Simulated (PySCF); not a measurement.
# C₃H₄BFO₂: electronic excitations at several levels of theory

How much do the electronic excitations of C₃H₄BFO₂ (`FC1=CO[BH2-][O+]=C1`) depend on the level of theory, and what does each level cost?

Programs: PySCF 2.14.0, with density-fitted response routines of our own. Each step states its level of theory. These are calculated values for one molecule in the gas phase, unless marked as measured. Atoms are numbered from 0 throughout.

## (1) The starting structure

11 atoms, charge 0, multiplicity 1; geometry from: GFN2-xTB. The atoms were then displaced at random by about 0.01 Å, so the start is not that level's minimum.

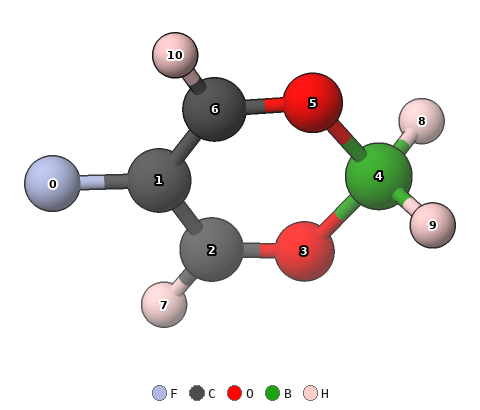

As it starts; fluorine light blue, carbon dark grey, oxygen red, boron green, hydrogen pink, atoms numbered.

## (2) Optimising the geometry at PBE0-D3(BJ)/def2-SVP

The job: settings as JSON, then the geometry in Å.

```
{"job": {"xc": "PBE0", "basis": "def2-SVP", "d3": "d3bj", "grid": 1, "shake": 0.01, "kind": "geom"}, "charge": 0, "multiplicity": 1}
F      2.577040     0.406820    -0.435610
C      1.233400     0.204560    -0.217430
C      0.749950    -1.090320    -0.046430
O     -0.403810    -1.362340     0.171880
B     -1.526510    -0.263510     0.252750
O     -0.887160     1.146990     0.037490
C      0.358750     1.274530    -0.165240
H      1.487760    -1.917150    -0.087640
H     -1.966880    -0.270290     1.382490
H     -2.298190    -0.444200    -0.606710
H      0.713760     2.289080    -0.301230
```

Run with:

```console
$ OMP_NUM_THREADS=1 python probes_run.py task.json out
```

One launch serves the whole session: the jobs run in the order shown.

Standard output:

```text
step   0  E = -391.14708134  max force = 0.085742
step   1  E = -391.15206706  max force = 0.031784
step   2  E = -391.15452246  max force = 0.009330
step   3  E = -391.15489989  max force = 0.005540
step   4  E = -391.15492095  max force = 0.002766
step   5  E = -391.15499387  max force = 0.000670
step   6  E = -391.15501438  max force = 0.000629
step   7  E = -391.15505754  max force = 0.000875
step   8  E = -391.15513120  max force = 0.001399
step   9  E = -391.15527407  max force = 0.001810
step  10  E = -391.15550832  max force = 0.002264
step  11  E = -391.15561368  max force = 0.001908
step  12  E = -391.15603079  max force = 0.005507
step  13  E = -391.15654542  max force = 0.008316
step  14  E = -391.15691383  max force = 0.006608
step  15  E = -391.15717438  max force = 0.004838
step  16  E = -391.15730510  max force = 0.002927
step  17  E = -391.15734421  max force = 0.001473
step  18  E = -391.15735500  max force = 0.000283
optimisation converged
```

Wall time 2.7 min (1 thread of Arm Neoverse N1, shared host); peak memory 0.52 GiB.

The steps of the relaxation:

| step | energy from step 0 (eV) | largest force component (eV/Å) |
| --- | --- | --- |
| 0 | 0.0000 | 4.4090 |
| 1 | -0.1357 | 1.6344 |
| 2 | -0.2025 | 0.4798 |
| 3 | -0.2128 | 0.2849 |
| 4 | -0.2133 | 0.1422 |
| 5 | -0.2153 | 0.0345 |
| 6 | -0.2159 | 0.0323 |
| 7 | -0.2170 | 0.0450 |
| 8 | -0.2190 | 0.0719 |
| 9 | -0.2229 | 0.0931 |
| 10 | -0.2293 | 0.1164 |
| 11 | -0.2322 | 0.0981 |
| 12 | -0.2435 | 0.2832 |
| 13 | -0.2575 | 0.4276 |
| 14 | -0.2676 | 0.3398 |
| 15 | -0.2746 | 0.2488 |
| 16 | -0.2782 | 0.1505 |
| 17 | -0.2793 | 0.0757 |
| 18 | -0.2796 | 0.0146 |

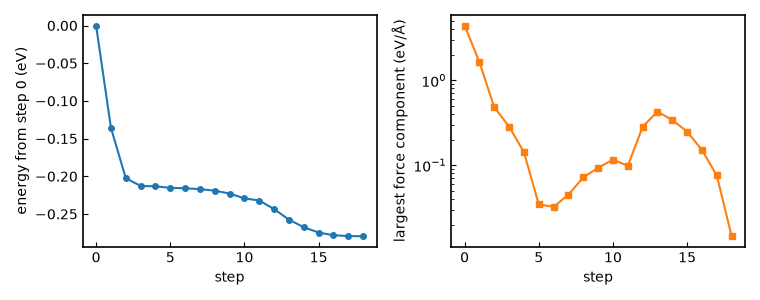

Energy and force, step by step.

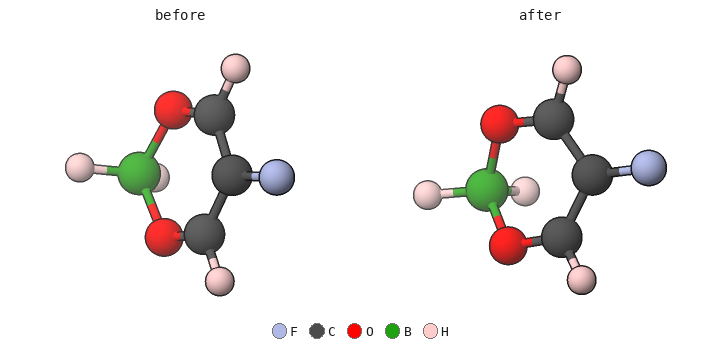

The geometry before (left) and after (right).

Distances of close pairs at the start and the end, largest changes first:

| bond | before (Å) | after (Å) | change (Å) |
| --- | --- | --- | --- |
| C2–O3 | 1.205 | 1.268 | +0.063 |
| B4–H9 | 1.169 | 1.223 | +0.054 |
| F0–C1 | 1.376 | 1.334 | -0.042 |
| O3–B4 | 1.573 | 1.536 | -0.037 |
| B4–O5 | 1.564 | 1.537 | -0.027 |
| C6–H10 | 1.083 | 1.101 | +0.017 |
| C1–C6 | 1.383 | 1.394 | +0.011 |
| C2–H7 | 1.109 | 1.100 | -0.009 |

The next job starts from the end point, and lists it.

| at the end point | value |
| --- | --- |
| point group (found at 0.08 Å tolerance) | Cs |
| rotational constants (GHz, main isotopes) | 5.226, 2.562, 1.790 |
| dipole moment (D) | 3.16 |

## (3) Excited states and response: PBE0/def2-SVP

The job: settings as JSON, then the geometry in Å.

```
{"job": {"kind": "uv", "xc": "PBE0", "basis": "def2-SVP"}, "charge": 0, "multiplicity": 1}
F      2.190292     0.702897    -1.117662
C      1.054022     0.336189    -0.523243
C      0.868279    -0.981527    -0.109405
O     -0.200944    -1.366804     0.452856
B     -1.423707    -0.441413     0.363694
O     -0.887637     0.980793     0.590445
C      0.201366     1.294799     0.021199
H      1.691726    -1.706396    -0.193655
H     -2.194365    -0.719393     1.251006
H     -1.834267    -0.494607    -0.786964
H      0.500821     2.353698     0.039297
```

Level: TDDFT PBE0/def2-SVP, vertical, gas phase, core orbitals frozen in the response.

Standard output:

```text
coarse grid: 10088 points
cycle   1  E = -390.9433417867  dE =  1.283e+00  |g| = 8.424e-01  |ddm| = 3.606e+00
cycle   2  E = -390.4875486102  dE =  4.558e-01  |g| = 1.739e+00  |ddm| = 2.205e+00
cycle   3  E = -391.0809467004  dE = -5.934e-01  |g| = 1.539e-01  |ddm| = 1.592e+00
cycle   4  E = -391.0845740050  dE = -3.627e-03  |g| = 8.248e-02  |ddm| = 2.456e-01
cycle   5  E = -391.0857963440  dE = -1.222e-03  |g| = 8.246e-03  |ddm| = 7.781e-02
cycle   6  E = -391.0858101292  dE = -1.379e-05  |g| = 2.913e-03  |ddm| = 1.062e-02
cycle   7  E = -391.0858119401  dE = -1.811e-06  |g| = 5.815e-04  |ddm| = 3.144e-03
final grid: 100344 points
cycle   8  E = -391.1499363124  dE = -1.995e-05  |g| = 1.139e-02  |ddm| = 2.488e-02
cycle   9  E = -391.1498779260  dE =  5.839e-05  |g| = 2.072e-02  |ddm| = 2.442e-02
cycle  10  E = -391.1499606431  dE = -8.272e-05  |g| = 1.439e-03  |ddm| = 1.729e-02
cycle  11  E = -391.1499611587  dE = -5.156e-07  |g| = 2.881e-04  |ddm| = 1.967e-03
cycle  12  E = -391.1499611711  dE = -1.249e-08  |g| = 9.135e-05  |ddm| = 3.283e-04
cycle  13  E = -391.1499611727  dE = -1.520e-09  |g| = 1.397e-05  |ddm| = 8.681e-05
cycle  14  E = -391.1499611727  dE = -3.547e-11  |g| = 8.583e-06  |ddm| = 2.130e-05
converged SCF energy = -391.1499611727

Static polarisability (au): isotropic 49.479, principal 32.142 57.202 59.091

Singlet excitations
state   eV       nm        f      main configurations
  1   3.5440    349.8   0.03080   H->L 0.92
  2   4.8565    255.3   0.00109   H-2->L 0.99
  3   5.1373    241.3   0.09703   H-1->L 0.89
  4   6.2042    199.8   0.04993   H-3->L 0.93
  5   7.1580    173.2   0.05070   H->L+1 0.84, H->L+2 0.11
  6   7.1932    172.4   0.00042   H-4->L 0.93
  7   7.8916    157.1   0.02114   H->L+2 0.70, H-1->L+1 0.11
  8   8.2097    151.0   0.02743   H-6->L 0.53, H-5->L 0.39
  9   8.6343    143.6   0.01164   H-1->L+1 0.69, H-6->L 0.15
 10   8.6853    142.8   0.00035   H->L+3 0.95

Triplet excitations (Tamm-Dancoff, eV): 2.3677 4.1994 4.4118 5.7199
```

Wall time 23 s (1 thread of Arm Neoverse N1, shared host); peak memory 0.62 GiB.

Frontier orbitals and where they lie:

| orbital | eV | atoms |
| --- | --- | --- |
| HOMO−3 | -10.25 | B4 38 %, H8 23 %, H9 17 % |
| HOMO−2 | -9.47 | O5 28 %, O3 28 %, C1 9 % |
| HOMO−1 | -8.74 | B4 30 %, H8 18 %, H9 12 % |
| HOMO | -7.29 | C1 23 %, O5 16 %, O3 16 % |
| LUMO | -2.72 | C6 33 %, C2 33 %, O3 13 % |
| LUMO+1 | 0.91 | C1 32 %, C6 20 %, C2 20 % |
| LUMO+2 | 1.94 | C1 21 %, H10 20 %, H7 20 % |

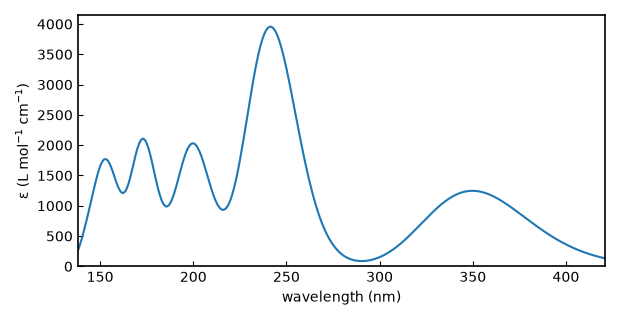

Absorption spectrum: each of the 10 states is a Gaussian band of 0.4 eV half-width at 1/e. Beyond the last state computed it falls off for lack of states.

Further results of this job:

| property | computed |
| --- | --- |
| dipole moment (D) | 3.16 |
| polarisability (Å³) | 7.33 |
| HOMO–LUMO gap (eV) | 4.56 |
| −ε(HOMO) (eV) | 7.29 |

## (4) Ultraviolet spectrum: PBE0/def2-TZVP

The job, as its differences from that of step 3:

```diff
@@ -1,2 +1,2 @@
-{"job": {"kind": "uv", "xc": "PBE0", "basis": "def2-SVP"}, "charge": 0, "multiplicity": 1}
+{"job": {"kind": "uv", "xc": "PBE0", "basis": "def2-TZVP"}, "charge": 0, "multiplicity": 1}
 F      2.190292     0.702897    -1.117662
```

Level: TDDFT PBE0/def2-TZVP, vertical, gas phase, core orbitals frozen in the response.

Standard output:

```text
coarse grid: 10088 points
cycle   1  E = -391.4605591146  dE =  1.333e+00  |g| = 8.754e-01  |ddm| = 2.755e+00
cycle   2  E = -390.9711938620  dE =  4.894e-01  |g| = 1.832e+00  |ddm| = 1.676e+00
cycle   3  E = -391.5987614019  dE = -6.276e-01  |g| = 1.608e-01  |ddm| = 1.245e+00
cycle   4  E = -391.6023917805  dE = -3.630e-03  |g| = 9.471e-02  |ddm| = 2.119e-01
cycle   5  E = -391.6038279566  dE = -1.436e-03  |g| = 1.179e-02  |ddm| = 7.200e-02
cycle   6  E = -391.6038527687  dE = -2.481e-05  |g| = 4.170e-03  |ddm| = 1.133e-02
cycle   7  E = -391.6038561663  dE = -3.398e-06  |g| = 8.236e-04  |ddm| = 3.275e-03
final grid: 100344 points
cycle   8  E = -391.5977340443  dE = -6.591e-05  |g| = 1.162e-02  |ddm| = 5.660e-02
cycle   9  E = -391.5976784559  dE =  5.559e-05  |g| = 2.088e-02  |ddm| = 1.648e-02
cycle  10  E = -391.5977567494  dE = -7.829e-05  |g| = 1.721e-03  |ddm| = 1.209e-02
cycle  11  E = -391.5977574542  dE = -7.048e-07  |g| = 3.652e-04  |ddm| = 1.767e-03
cycle  12  E = -391.5977574733  dE = -1.907e-08  |g| = 1.759e-04  |ddm| = 4.005e-04
cycle  13  E = -391.5977574779  dE = -4.599e-09  |g| = 1.976e-05  |ddm| = 1.312e-04
cycle  14  E = -391.5977574780  dE = -7.105e-11  |g| = 5.405e-06  |ddm| = 1.779e-05
converged SCF energy = -391.5977574780

Static polarisability (au): isotropic 55.697, principal 39.129 63.194 64.768

Singlet excitations
state   eV       nm        f      main configurations
  1   3.5351    350.7   0.03204   H->L 0.93
  2   4.8320    256.6   0.00106   H-2->L 0.99
  3   5.1195    242.2   0.09240   H-1->L 0.91
  4   6.2187    199.4   0.04010   H-3->L 0.94
  5   6.9598    178.1   0.03211   H->L+1 0.80, H->L+2 0.16
  6   7.2534    170.9   0.00111   H-4->L 0.91
  7   7.5799    163.6   0.04005   H->L+2 0.68, H->L+1 0.14
  8   8.0277    154.4   0.04339   H->L+3 0.77, H->L+5 0.11
  9   8.1858    151.5   0.01424   H->L+5 0.82
 10   8.2253    150.7   0.00276   H->L+6 0.68, H->L+4 0.28

Triplet excitations (Tamm-Dancoff, eV): 2.3645 4.2270 4.3990 5.6644
```

Run time: 65 s. Hardware: 1 thread of Arm Neoverse N1, shared host; peak memory 0.89 GiB.

Key values: HOMO -7.32 eV, LUMO -2.75 eV; lowest singlet 3.54 eV.

## (5) Ultraviolet spectrum: PBE0/aug-cc-pVDZ

The job, as its differences from that of step 4:

```diff
@@ -1,2 +1,2 @@
-{"job": {"kind": "uv", "xc": "PBE0", "basis": "def2-TZVP"}, "charge": 0, "multiplicity": 1}
+{"job": {"kind": "uv", "xc": "PBE0", "basis": "aug-cc-pVDZ"}, "charge": 0, "multiplicity": 1}
 F      2.190292     0.702897    -1.117662
```

Method: TDDFT PBE0/aug-cc-pVDZ, vertical, gas phase, core orbitals frozen in the response.

Standard output:

```text
coarse grid: 10088 points
cycle   1  E = -391.3502375885  dE =  1.361e+00  |g| = 8.176e-01  |ddm| = 9.375e+00
cycle   2  E = -390.8906179461  dE =  4.596e-01  |g| = 1.735e+00  |ddm| = 3.467e+00
cycle   3  E = -391.4811101720  dE = -5.905e-01  |g| = 1.391e-01  |ddm| = 2.457e+00
cycle   4  E = -391.4838266085  dE = -2.716e-03  |g| = 8.527e-02  |ddm| = 3.162e-01
cycle   5  E = -391.4851260430  dE = -1.299e-03  |g| = 9.215e-03  |ddm| = 1.154e-01
cycle   6  E = -391.4851417523  dE = -1.571e-05  |g| = 3.581e-03  |ddm| = 2.918e-02
cycle   7  E = -391.4851444534  dE = -2.701e-06  |g| = 6.432e-04  |ddm| = 7.294e-03
final grid: 100344 points
cycle   8  E = -391.4898404866  dE = -2.852e-05  |g| = 1.075e-02  |ddm| = 1.606e-01
cycle   9  E = -391.4897905266  dE =  4.996e-05  |g| = 1.940e-02  |ddm| = 4.811e-02
cycle  10  E = -391.4898623855  dE = -7.186e-05  |g| = 1.609e-03  |ddm| = 2.753e-02
cycle  11  E = -391.4898630227  dE = -6.372e-07  |g| = 3.447e-04  |ddm| = 4.817e-03
cycle  12  E = -391.4898630405  dE = -1.777e-08  |g| = 1.210e-04  |ddm| = 6.513e-04
cycle  13  E = -391.4898630430  dE = -2.518e-09  |g| = 1.570e-05  |ddm| = 2.470e-04
cycle  14  E = -391.4898630430  dE = -5.627e-11  |g| = 3.894e-06  |ddm| = 5.199e-05
converged SCF energy = -391.4898630430

Static polarisability (au): isotropic 58.448, principal 42.269 65.727 67.349

Singlet excitations
state   eV       nm        f      main configurations
  1   3.5022    354.0   0.03131   H->L 0.93
  2   4.8312    256.6   0.00122   H-2->L 0.99
  3   5.0976    243.2   0.09129   H-1->L 0.91
  4   6.2135    199.5   0.03866   H-3->L 0.94
  5   6.2476    198.5   0.01413   H->L+1 0.97
  6   6.6630    186.1   0.02256   H->L+3 0.82, H->L+4 0.09
  7   6.7580    183.5   0.00485   H->L+2 0.98
  8   7.0215    176.6   0.02890   H->L+4 0.80, H->L+3 0.12
  9   7.2674    170.6   0.00191   H-4->L 0.86
 10   7.3019    169.8   0.00989   H->L+5 0.84

Triplet excitations (Tamm-Dancoff, eV): 2.3551 4.2128 4.3961 5.5456
```

Run time: 49 s. Hardware: 1 thread of Arm Neoverse N1, shared host; peak memory 0.84 GiB.

In short: HOMO -7.32 eV, LUMO -2.78 eV; lowest singlet 3.50 eV.

## (6) TDDFT and polarisability: PBE0/6-31+G*

The job, as its differences from that of step 5:

```diff
@@ -1,2 +1,2 @@
-{"job": {"kind": "uv", "xc": "PBE0", "basis": "aug-cc-pVDZ"}, "charge": 0, "multiplicity": 1}
+{"job": {"kind": "uv", "xc": "PBE0", "basis": "6-31+G*"}, "charge": 0, "multiplicity": 1}
 F      2.190292     0.702897    -1.117662
```

Level: TDDFT PBE0/6-31+G*, vertical, gas phase, core orbitals frozen in the response.

Standard output:

```text
coarse grid: 10088 points
cycle   1  E = -391.3641401931  dE =  1.349e+00  |g| = 7.995e-01  |ddm| = 3.514e+00
cycle   2  E = -390.9261710091  dE =  4.380e-01  |g| = 1.693e+00  |ddm| = 2.382e+00
cycle   3  E = -391.4920254054  dE = -5.659e-01  |g| = 1.331e-01  |ddm| = 1.695e+00
cycle   4  E = -391.4944667546  dE = -2.441e-03  |g| = 8.294e-02  |ddm| = 2.429e-01
cycle   5  E = -391.4957107125  dE = -1.244e-03  |g| = 8.331e-03  |ddm| = 7.541e-02
cycle   6  E = -391.4957233436  dE = -1.263e-05  |g| = 3.434e-03  |ddm| = 1.371e-02
cycle   7  E = -391.4957258494  dE = -2.506e-06  |g| = 5.893e-04  |ddm| = 4.164e-03
final grid: 100344 points
cycle   8  E = -391.4499838646  dE = -1.529e-05  |g| = 1.107e-02  |ddm| = 4.507e-02
cycle   9  E = -391.4499307328  dE =  5.313e-05  |g| = 1.998e-02  |ddm| = 2.525e-02
cycle  10  E = -391.4500071427  dE = -7.641e-05  |g| = 1.606e-03  |ddm| = 1.736e-02
cycle  11  E = -391.4500077695  dE = -6.268e-07  |g| = 3.379e-04  |ddm| = 2.399e-03
cycle  12  E = -391.4500077873  dE = -1.788e-08  |g| = 9.604e-05  |ddm| = 3.521e-04
cycle  13  E = -391.4500077890  dE = -1.621e-09  |g| = 1.393e-05  |ddm| = 1.121e-04
cycle  14  E = -391.4500077890  dE = -4.150e-11  |g| = 6.140e-06  |ddm| = 2.790e-05
converged SCF energy = -391.4500077890

Static polarisability (au): isotropic 55.098, principal 38.646 62.289 64.360

Singlet excitations
state   eV       nm        f      main configurations
  1   3.5629    348.0   0.03382   H->L 0.93
  2   4.8811    254.0   0.00117   H-2->L 0.99
  3   5.1593    240.3   0.09721   H-1->L 0.91
  4   6.2549    198.2   0.04311   H-3->L 0.94
  5   6.4751    191.5   0.01620   H->L+1 0.96
  6   6.7947    182.5   0.02387   H->L+2 0.86, H->L+4 0.08
  7   7.0784    175.2   0.00470   H->L+3 0.99
  8   7.2632    170.7   0.04795   H->L+4 0.83, H->L+2 0.09
  9   7.2947    170.0   0.00140   H-4->L 0.90
 10   7.6099    162.9   0.00909   H->L+5 0.93

Triplet excitations (Tamm-Dancoff, eV): 2.4018 4.2535 4.4507 5.6118
```

Wall time 28 s (1 thread of Arm Neoverse N1, shared host); peak memory 0.7 GiB.

In short: HOMO -7.37 eV, LUMO -2.78 eV; lowest singlet 3.56 eV.

## (7) Comparing the runs: electronic excitations

Excitations and ground-state properties, with basis size and wall time:

| run | lowest singlet (eV) | brightest (eV) | f | gap (eV) | α (Å³) | μ (D) | functions | time |
| --- | --- | --- | --- | --- | --- | --- | --- | --- |
| PBE0/def2-SVP | 3.54 | 5.14 | 0.097 | 4.56 | 7.33 | 3.16 | 118 | 23 s |
| PBE0/def2-TZVP | 3.54 | 5.12 | 0.092 | 4.57 | 8.25 | 3.06 | 241 | 65 s |
| PBE0/aug-cc-pVDZ | 3.50 | 5.10 | 0.091 | 4.54 | 8.66 | 3.01 | 197 | 49 s |
| PBE0/6-31+G* | 3.56 | 5.16 | 0.097 | 4.59 | 8.16 | 3.03 | 134 | 28 s |

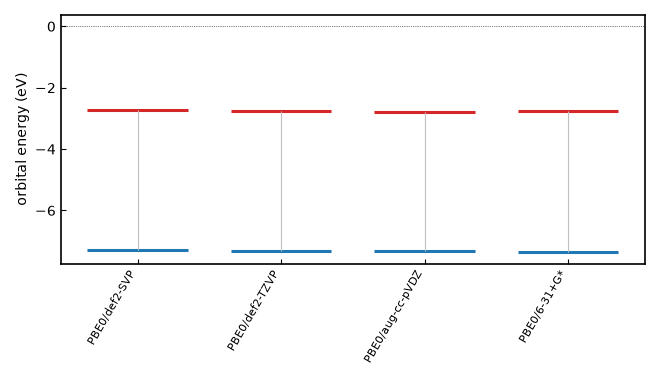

HOMO (blue) and LUMO (red) run by run.

## (8) Summary of results

```
                                quantity                        value
                             point group                           Cs
    rotational constants (main isotopes)         5.23, 2.56, 1.79 GHz
          lowest singlet (PBE0/def2-SVP)  3.54 eV (350 nm), f = 0.031
brightest single state of those computed  state 3, 5.14 eV, f = 0.097
                          lowest triplet                      2.37 eV
             range of the lowest singlet              3.50 to 3.56 eV
```

What this shows: Single values in the summary come from the first run of each kind that ended normally (PBE0/def2-SVP), which need not be the best level. Relaxing lowered the energy by 0.280 eV in 18 steps; the close pair that moved most is C2–O3, from 1.205 to 1.268 Å. No frequency check was run at this level, so the end point may be a saddle. The first singlet state (HOMO→LUMO 0.92) lies at 3.54 eV and is weak; of the 10 states computed, the strongest absorption comes from state 3 at 5.14 eV. The lowest triplet lies 1.18 eV below the lowest singlet (triplets in Tamm-Dancoff, singlets in full TDDFT). The lowest singlet runs from 3.50 eV (PBE0/aug-cc-pVDZ) to 3.56 eV (PBE0/6-31+G*), while the orbital gap spans 4.54 to 4.59 eV. The lowest state need not be the same one in every run.
